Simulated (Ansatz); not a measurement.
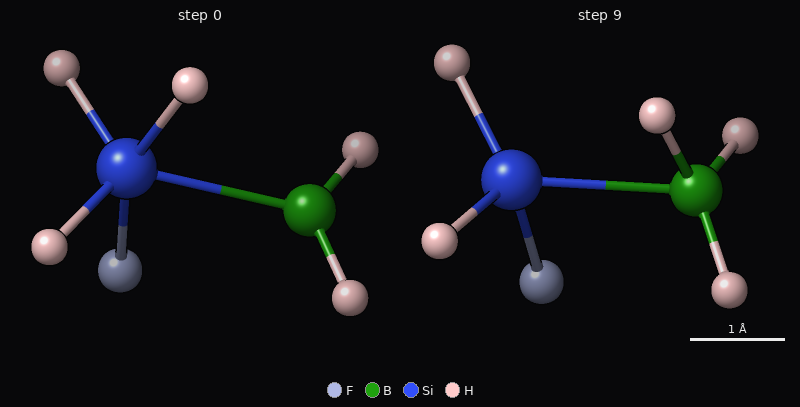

The structure of BSiH₅F (multiplicity 2) before (left) and after (right) a constrained relaxation, at one scale.

A ball-and-stick model, seen from a free direction.

The reaction that was planned forms F1–Si3 and breaks F1–B2 (atoms numbered from 1 in input order).

Method: UKS PBE0-D4/def2-SVP (Ansatz).

Input file:
```yaml
crystal:
  periodic: [false, false, false]
  atoms:
    - {symbol: F, position_ang: [-0.987800, -0.716300, 1.113300]}
    - {symbol: B, position_ang: [-0.536600, -0.226000, -1.107000]}
    - {symbol: Si, position_ang: [0.393900, 0.180800, 0.658100]}
    - {symbol: H, position_ang: [-0.268000, -1.227100, -1.620200]}
    - {symbol: H, position_ang: [-1.354700, 0.517100, -1.447900]}
    - {symbol: H, position_ang: [0.029400, 1.339200, 1.465900]}
    - {symbol: H, position_ang: [1.395900, 0.896600, -0.322500]}
    - {symbol: H, position_ang: [1.327900, -0.764300, 1.260300]}
basis:
  gaussian: {orbitals: def2-SVP}
magnetization: {spin_polarized: true, initial_magnetization: 1}
hamiltonian: {xc: pbe0, dispersion: d4}
relax: {f_tol: 0.04, max_steps: 150, escape_saddle: false, constraints: [{distance: [0, 2]}, {distance: [0, 1]}]}
```

Command:
```bash
ansatz run in.yaml --threads 4 --pin off --events-out ev --progress --plain --max-ram 9574MiB
```

Question: Describe what moved and what it gained.

Answer: The energy falls by 29.0 kcal/mol in 8 accepted moves (9 points after the start). Largest force component: 1.3 eV/Å at the start, 0.024 eV/Å at the end. The line search rejected the trial step at point 5 of the run. H7 moves most after the best rigid fit: 0.85 Å. By element the largest moves are H 0.85 Å, B 0.35 Å, F 0.29 Å, Si 0.26 Å. Among the contacts that change: B2–H7 2.369 → 1.290 Å, Si3–H7 1.574 → 1.946 Å, B2–Si3 2.036 → 1.973 Å, B2–H4 1.157 → 1.201 Å. New bonds form: B2–H7 (2.37 → 1.29 Å). Among the angles between lasting bonds that change: F1–Si3–H6 93.9° → 111.5°, Si3–B2–H4 116.8° → 110.5°, Si3–B2–H5 116.8° → 110.5°. The run took 12 s on 4 threads of Arm Neoverse V1, with other jobs on the host.
